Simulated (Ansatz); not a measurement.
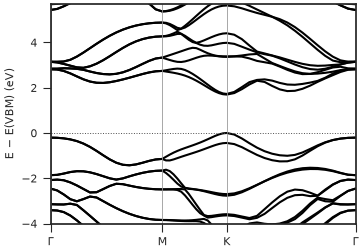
Figure. Band structure from plane-wave PAW r²SCAN+D4 with spin–orbit coupling (Ansatz code)

### Question
Read off the gap and where the band edges lie.

### Answer
About 1.7 eV (1.70 eV by a search for the band edges); maximum at K, minimum at K.

The material is monolayer WS2 (1H, P-6m2 in the vacuum cell, 3 atoms).

A layer that has been made, often on a substrate. The cell was relaxed with r²SCAN+D4 under the symmetry of its start; whether a distortion lowers the energy is not shown. No spin polarisation was allowed.

Potentials: the later of the program's two PAW sets.
